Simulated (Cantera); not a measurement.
A closed system holds: 1 mol CH3SiCl3, 0.079 mol C2H4, 700 mol H2, held at 8.10 mbar.

Cantera equilibrium calculation (NASA polynomials, part measured and part estimated; ideal gas, pure solids and liquids). Candidate condensed phases: C, C6H6, C7H8, C8H18, Si, SiC; 109 gas species. The feed counts by its element totals alone. Gases not in the tables: Si2H6 and higher silanes. Rates play no part.

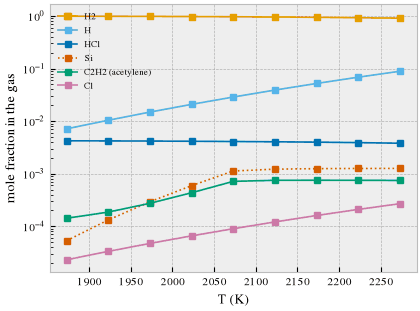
Equilibrium gas composition (values under 1e-9 drawn at 1e-9)

From 1873 K to 2073 K the condensed part is SiC(s). From 2123 K to 2273 K nothing is condensed. The main Si-bearing gas is Si throughout.
